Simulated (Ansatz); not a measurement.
The calculation's input:

```
crystal:
  periodic: [false, false, false]
  atoms:
    - {symbol: Al, position_ang: [0.231097, 1.858568, -1.330952]}
    - {symbol: Al, position_ang: [-0.231349, -1.858193, 1.331385]}
    - {symbol: P, position_ang: [-0.526316, -0.476159, -0.756161]}
    - {symbol: P, position_ang: [0.526567, 0.475783, 0.755729]}
basis:
  gaussian: {orbitals: def2-TZVP, initial_orbitals: start.molden}
hamiltonian: {xc: pbe0, dispersion: d4}
scf: {omitted_lower_state_checks: [starts]}
output: {orbitals: {seedname: orbitals}}
```

Launched as:

```sh
ansatz run in.yaml --threads 4 --pin off --events-out ev --progress --plain --max-ram 3916MiB
```

Geometry: PBE-D4/def2-TZVP.

These are results of RKS PBE0-D4/def2-TZVP (Ansatz 0.2.0), not measurements.

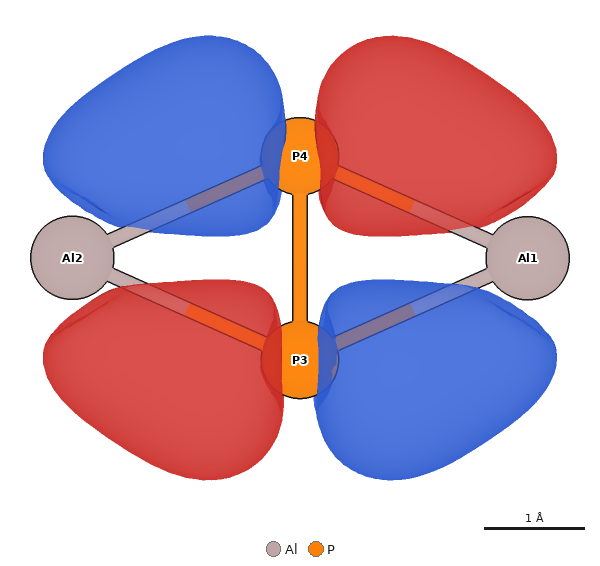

Al2P2. The HOMO−1 at ±0.1 Å⁻³ᐟ² (red and blue are the two phases), seen across its widest extent.

### Describe this orbital and give its energy.

By Hirshfeld shares it lies mainly on P3 (about 35 %), P4 (about 35 %), Al1 (about 15 %) and Al2 (about 15 %); it is symmetric in the molecular plane (an in-plane orbital: σ, lone-pair or in-plane π type); it is gerade (even under inversion). Its energy is −6.46 eV.
